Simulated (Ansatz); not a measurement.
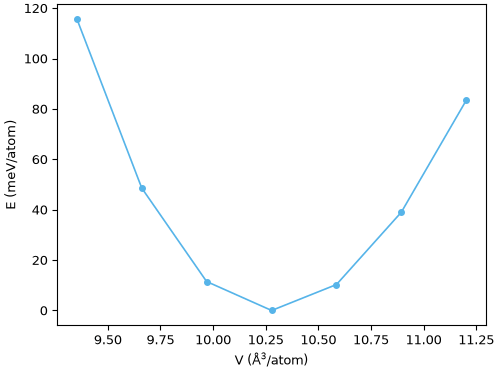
Figure. TaN (rock salt, space group No. 225) under volume change, LDA (plane waves, PAW; program Ansatz), scaled uniformly.

Task: What does a third-order Birch–Murnaghan fit give for V₀, B₀ and B′?

Result: V₀ = 10.28 Å³/atom, B₀ = 375 GPa, B′ = 4.4.

Space group Fm-3m (rock salt). The LDA relaxation kept the symmetry of its start; of distortions, only those at the zone centre were tested. No spin polarisation was allowed. Spin–orbit coupling is left out wherever it is not named.

Potentials: the later of the program's two PAW sets.
